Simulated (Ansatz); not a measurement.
Computed against measured: atomisation enthalpy at 298 K

6 molecules without hydrogen; the atomisation enthalpy at 298 K in kJ/mol, computed less measured. Shapes, held fixed at every level: PBE0-D4/def2-TZVP. Thermal terms are harmonic and unscaled (PBE0-D4/def2-TZVP); the spin-orbit lowering of the free atoms is taken from their spectra. Programs: Ansatz 0.2.0. Measured values: Active Thermochemical Tables, CRC Handbook of Chemistry and Physics, NIST-JANAF tables.

Levels: A = r2SCAN0-D4/def2-TZVPP; B = wB97M-V/def2-TZVPP; C = B2PLYP/def2-TZVPP.

```tsv
molecule	from tabulated heats	A	B	C
AsF3 (arsenic trifluoride)	1326	-60	+21	+4
BBrCl2 (bromodichloroborane)	1262	+8	+12	-21
BCl3 (SMILES ClB(Cl)Cl)	1337	+7	+22	-21
C2N2 (bisisocyanide)	1766	-103	+26	+2
C2ClF3 (chlorotrifluoroethylene)	2299	-66	+18	-32
PF5 (pentafluorophosphorane)	2308	-107	-7	-61
```

Q: Sum up the errors.

A: 
```
                level                    kind  mean error  mean absolute error  worst case
r2SCAN0-D4/def2-TZVPP           global hybrid       -53.5                 58.5         PF5
   wB97M-V/def2-TZVPP  range-separated hybrid       +15.3                 17.7        C2N2
    B2PLYP/def2-TZVPP           double hybrid       -21.5                 23.5         PF5
```

On this set wB97M-V/def2-TZVPP has the smallest mean absolute error and r2SCAN0-D4/def2-TZVPP the largest. r2SCAN0-D4/def2-TZVPP is too low in 4 of 6; wB97M-V/def2-TZVPP is too high in 5 of 6; B2PLYP/def2-TZVPP is too low in 4 of 6. The heats of C2ClF3, PF5 come from older tables and can be uncertain by 10 kJ/mol or more. The tabulated values of AsF3, BBrCl2, BCl3 are in doubt (older tables, estimates, or at odds with other calculations) and kept here. Over the 3 molecules whose values aren't doubted the mean absolute errors are A 92.0; B 17.0; C 31.7. Relativity is left out for As, Br. Outer-core shells of As, Br are correlated, in sets that cover them unevenly. The set is small.

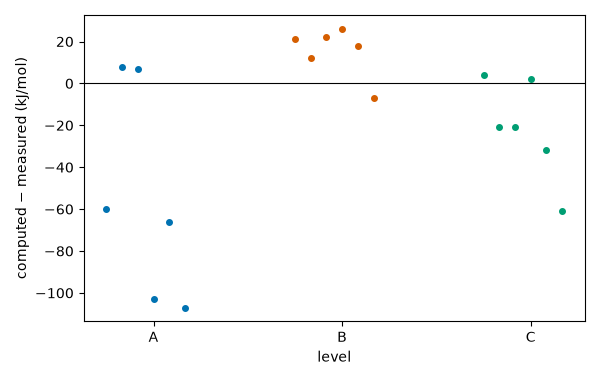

Errors of each level, one point a molecule.
